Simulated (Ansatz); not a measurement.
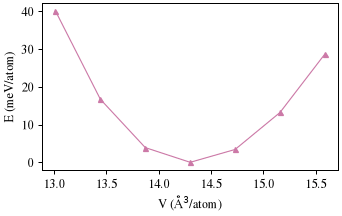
Fig. 1. AlSiGeN in space group R3m (No. 160; Al on 3a, N on 3a, Ge on 3a, Si on 3a) under volume change, PBEsol (plane waves, PAW; program Ansatz), shape and atoms relaxed at each volume.

### Question
What does a third-order Birch–Murnaghan fit give for V₀, B₀ and B′?

### Answer
V₀ = 14.30 Å³/atom, B₀ = 93.7 GPa, B′ = 4.5.

The start of the workflow was typed in or built on a structure type; neither database checked (COD, Materials Project) lists it. Whether it is the stable phase at ambient conditions was not checked. Symmetry was held in the PBEsol relaxation; its stability against distortions is not shown here.

Potentials: the earlier of the program's two PAW sets. The files were generated under PBE; for other functionals the program regenerates the frozen cores, and for LDA and PBEsol the local potential too.
